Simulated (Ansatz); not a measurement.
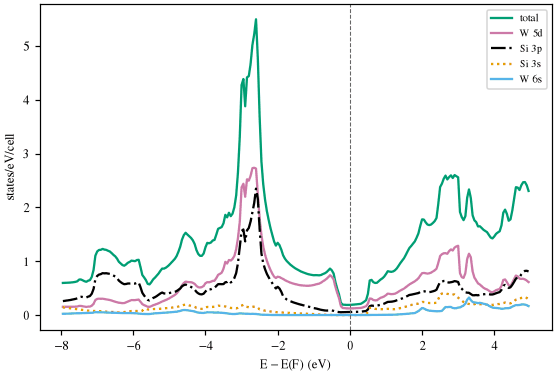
Figure: Total and projected density of states of Si$_{2}$W (MoSi2 or CaC2 type, I4/mmm), r²SCAN (plane waves, PAW; program Ansatz)

Q: Which orbitals carry the states next to the Fermi level?

A: Within 0.5 eV of the Fermi level: W 5d 74 %, Si 3p 21 %. Projections are on Löwdin-orthogonalised atomic valence shells; empty p or d shells of many metals are not among them.

Q: Where is the tallest occupied peak in this window, and what makes it?

A: Near -2.6 eV, about 5.5 states/eV per cell; the largest projected share is W 5d.

The cell was relaxed with r²SCAN under the symmetry of its start. No spin polarisation was allowed. Spin–orbit coupling is left out wherever it is not named.

Potentials: the later of the program's two PAW sets.
